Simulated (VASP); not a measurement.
Band structure of SnTe (rock salt). Level of theory: LDA (Ceperley-Alder, Perdew-Zunger), VASP's LDA PAW potentials (set 64) (plane waves; VASP).

Unless said otherwise, spin-orbit coupling is left out, though it shifts the bands of the heavy elements here.

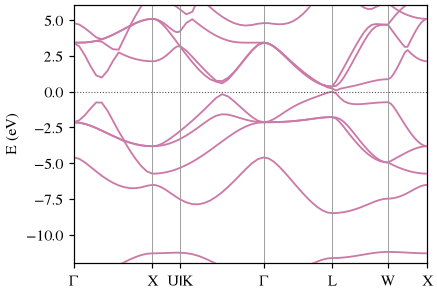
Fig. 1. Bands along high-symmetry lines, zero at the valence-band maximum or, without a gap, the Fermi level

Task: Read the plot: is there a gap, and where are the band edges?

Result: The gap is indirect, 0.08 eV, from the valence maximum at L to the conduction minimum at L-W at 0.07. (Edges off the drawn lines would not show.)

The compound is SnTe in the rock salt structure, which distorts at low temperature. It was relaxed first.
